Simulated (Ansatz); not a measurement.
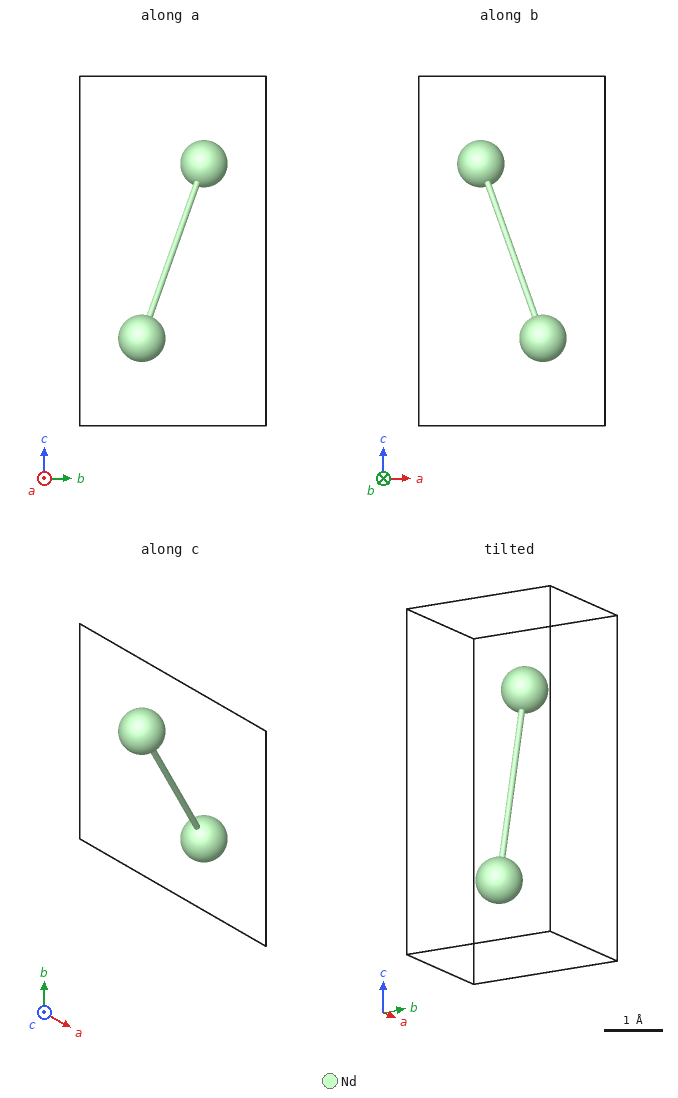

Shown here is a ball-and-stick view of the crystal, taken along the a axis, along the b axis, along the c axis and slightly off an axis. The frame is the conventional unit cell; atoms at its boundary are shown with their periodic copies.

Lattice parameters: a = 3.7184 Å, b = 3.7184 Å, c = 6.0362 Å, α = 90.000°, β = 90.000°, γ = 120.000°.

Reconstruct the structure as a CIF with its space group and independent sites.

Answer.
```cif
data_structure
_symmetry_space_group_name_H-M 'P 63/m m c'
_symmetry_Int_Tables_number 194
_cell_length_a 3.7184
_cell_length_b 3.7184
_cell_length_c 6.0362
_cell_angle_alpha 90.000
_cell_angle_beta 90.000
_cell_angle_gamma 120.000
_cell_volume 72.28
loop_
_atom_site_label
_atom_site_type_symbol
_atom_site_symmetry_multiplicity
_atom_site_Wyckoff_symbol
_atom_site_fract_x
_atom_site_fract_y
_atom_site_fract_z
_atom_site_occupancy
Nd1 Nd 2 d 0.3333 0.6667 0.7500 1
```

Its origin is a structure type filled with this element by a generator (whether the element takes this form wasn't checked). Earlier steps of the study may have refined or changed the cell and positions. It was run through Ansatz as a DFT input.
